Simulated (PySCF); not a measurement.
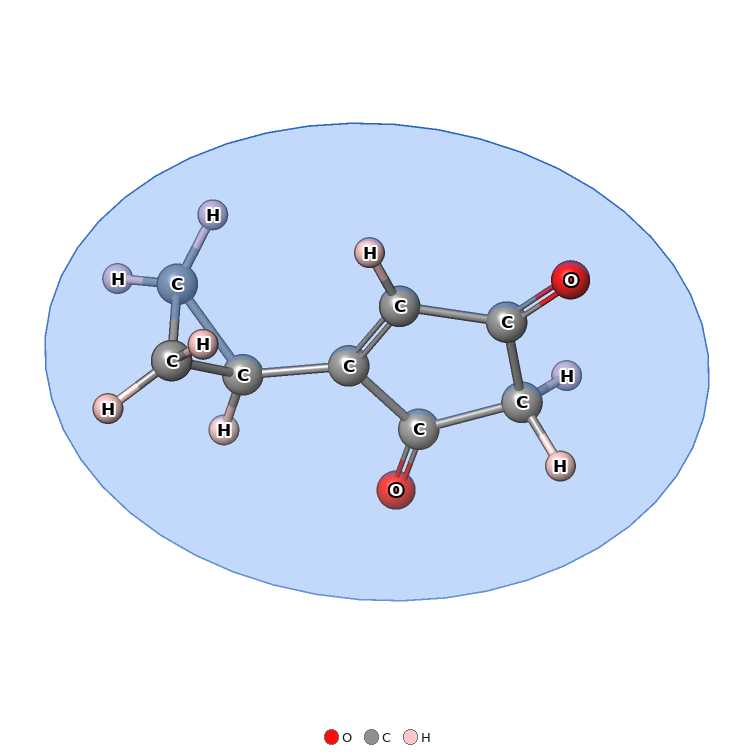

All proper rotation axes (lines) and mirror planes (discs) of the structure are drawn in. Atoms fade into the background with distance from the viewer. The computed structure is the end point of a GFN2-xTB optimisation. No frequency run is at hand to confirm it as a minimum.

Name the symmetry elements and the point group.

It has 1 mirror plane. Point group Cs. The group has 2 operations. The geometry is achiral, and symmetry allows a dipole moment.
